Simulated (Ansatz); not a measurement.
# [B2H4]− (SMILES B[BH2-]): UCCSD/STO-3G

What is the vertical ionisation energy of [B2H4]− at UCCSD/STO-3G? 

The results are computed with Ansatz 0.2.0.

2 further runs of the same task are left out: 2 set aside as unsound or not needed.

**1. The molecule**

The species is [B2H4]− (6 atoms), meant as a doublet with charge -1. As SMILES, `B[BH2-]`. Geometry: relaxed at GFN2-xTB.

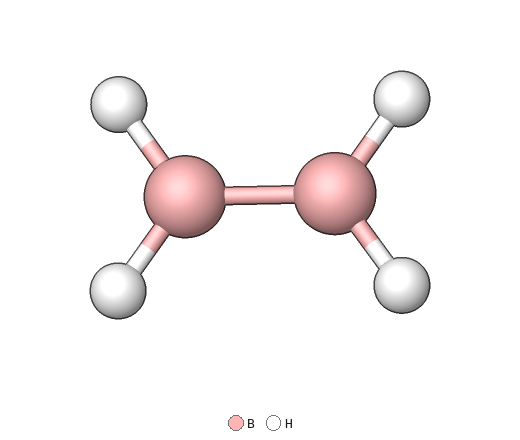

Viewed from a chosen angle; boron pink, hydrogen white.

**2. A single-point energy at UCCSD/STO-3G**

File molecule.yaml:

```yaml
basis:
  gaussian:
    orbitals: STO-3G
crystal:
  periodic: [false, false, false]
  atoms:
    - {symbol: B, position_ang: [-0.171550, -0.771400, -0.025300]}
    - {symbol: B, position_ang: [0.169320, 0.773700, 0.027330]}
    - {symbol: H, position_ang: [-0.580440, -1.438850, 0.921010]}
    - {symbol: H, position_ang: [-0.069910, -1.485390, -1.020680]}
    - {symbol: H, position_ang: [0.575700, 1.435470, -0.925390]}
    - {symbol: H, position_ang: [0.076890, 1.486470, 1.023030]}
total_charge: -1
magnetization:
  spin_polarized: true
  initial_magnetization: 1
correlation:
  method: ccsd
  frozen_orbitals: {B: 1, H: 0}
accuracy: high
scf:
  omitted_lower_state_checks: [cluster_reference, increment]
```

Command:

```
$ ansatz run molecule.yaml --threads 1 --pin off --max-ram 2610MiB --events-out events.jsonl --progress --plain --runs-dir runs
```

The program printed, shortened:

```text
Warning: RAYON_NUM_THREADS=1 ignored (pool sized by the plan → 1); use --threads N
Functional definition: HF
  name "HF"
[...]
229 factors; integrals over basis functions are off by at most 1.0e-8 eV
[...]
mean field -1384.00871800 eV, -50.8613822718 hartree, gradient 5.7e-8 eV, S^2 0.754177; 0 other end points of the search recorded, 0 dependent functions left out
2 core orbitals not correlated: weight in the atoms' cores, before any rotation towards them, 1.000 or more for the frozen orbitals, at most 0.000 for the correlated occupied ones
reference -1384.00871800 eV, -50.8613822718 hartree; 6, 5 occupied and 6, 7 virtual orbitals, 229 factors
second order -1.99257310 eV of doubles, -0.00000000 eV of singles
cycle   1  -2.52298643 eV  change   -5.3e-1 eV  update   5.4e-2
[...]
cycle  20  -2.79086993 eV  change  -2.7e-10 eV  update   1.2e-9
Total energy: -1386.79958793 eV, -50.9639448500 hartree
Checks for a lower state left out: cluster_reference, increment
```

Run time: 0.12 s. Hardware: 1 thread of Arm Neoverse V2, shared host.

**3. Singlet neutral B2H4, same level**

molecule.yaml, as its differences from that of step 2:

```diff
@@ -1,4 +1 @@
-basis:
-  gaussian:
-    orbitals: STO-3G
 crystal:
@@ -12,6 +9,5 @@
     - {symbol: H, position_ang: [0.076890, 1.486470, 1.023030]}
-total_charge: -1
-magnetization:
-  spin_polarized: true
-  initial_magnetization: 1
+basis:
+  gaussian:
+    orbitals: STO-3G
 correlation:
```

Command:

```
$ ansatz run molecule.yaml --threads 1 --pin off --max-ram 2610MiB --events-out events.jsonl --progress --plain --runs-dir runs
```

The program printed, shortened:

```text
Warning: RAYON_NUM_THREADS=1 ignored (pool sized by the plan → 1); use --threads N
Functional definition: HF
  name "HF"
[...]
228 factors; integrals over basis functions are off by at most 1.0e-8 eV
[...]
mean field -1386.95107441 eV, -50.9695118752 hartree, gradient 3.4e-8 eV, S^2 0.000000; 0 other end points of the search recorded, 0 dependent functions left out
2 core orbitals not correlated: weight in the atoms' cores, before any rotation towards them, 1.000 or more for the frozen orbitals, at most 0.000 for the correlated occupied ones
reference -1386.95107441 eV, -50.9695118752 hartree; 5, 5 occupied and 7, 7 virtual orbitals, 228 factors
second order -1.79475562 eV of doubles, -0.00000000 eV of singles
cycle   1  -2.31796896 eV  change   -5.2e-1 eV  update   5.4e-2
[...]
cycle  20  -2.58334446 eV  change   5.0e-10 eV  update  2.8e-10
Total energy: -1389.53441886 eV, -51.0644480329 hartree
Checks for a lower state left out: cluster_reference, increment
```

Wall time 0.08 s (1 thread of Arm Neoverse V2, shared host).

**4. Outcome**

At UCCSD/STO-3G, 2 core orbitals frozen:

| quantity | value |
| --- | --- |
| doublet [B2H4]−: total energy | -50.96394 Eh |
| doublet [B2H4]−: correlation energy (2 core orbitals frozen) | -102.6 mEh |
| doublet [B2H4]−: ⟨S²⟩ of the reference determinant | 0.754 |
| doublet [B2H4]−: T1 diagnostic | 0.004 |
| singlet neutral B2H4: total energy | -51.06445 Eh |
| singlet neutral B2H4: correlation energy (2 core orbitals frozen) | -94.9 mEh |
| singlet neutral B2H4: T1 diagnostic | 0.003 |
| vertical detachment energy (to the singlet neutral) | -2.735 eV |

What this shows: The species is unbound against losing an electron at this level, by 2.73 eV (−264 kJ/mol); missing correlation or diffuse functions can give that sign where the real anion is bound. Only the singlet of the ionised species was computed; a triplet could lie lower. In a minimal basis such a difference can be off by several eV, whatever the method.
